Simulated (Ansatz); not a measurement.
The parent structure is C in the diamond structure (space group Fd-3m, No. 227; a = 3.560 Å). Axes: x, y, z lie along the cube axes.

Perturbation: uniaxial stress, 8 GPa tension along z; all other stress components relax to zero.

Computed with Ansatz (a first-principles code), r2SCAN, PAW, cutoff 500 eV, spin-orbit coupling left out.

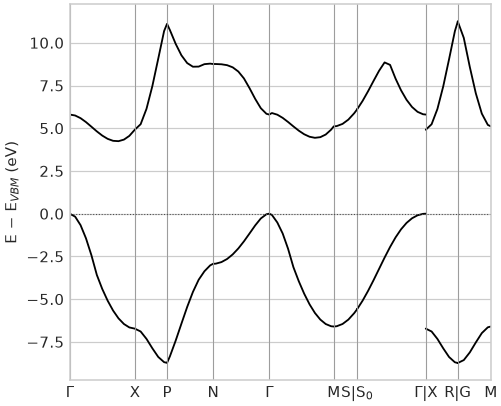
*Highest valence and lowest conduction band along the path of the changed cell's own zone*

The gap is 4.24 eV, indirect, Γ → Γ–X (75 % along); the base has 4.36 eV.

Load acts through the strain it causes; cell and atoms are relaxed under it. Beyond what the load breaks, stability against distortions was not tested. k-point labels follow each cell's own Brillouin zone.
